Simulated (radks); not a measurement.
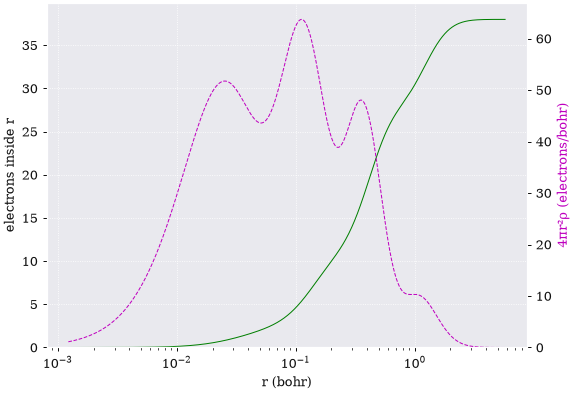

Nb³⁺ (Z = 41, 38 electrons); electrons: [Kr] 4d2 (high spin). All numbers are computed, not measured: scalar-relativistic Kohn-Sham, SCAN, spin-polarised, spherical densities, finite nucleus (the in-house radial solver radks).

The plot shows the number of electrons inside radius r (solid) and the radial density 4πr²ρ (dashed).

Question: What does the plot show?

Answer: The count levels off at 38 electrons. Half of them lie within 0.404 bohr, 90 % within 1.41 bohr and 99 % within 2.45 bohr. The radial density has minima at 0.0510, 0.228 and 0.917 bohr, where the count stands at 2.0, 11.1 and 29.5; these part the shells that the density resolves.
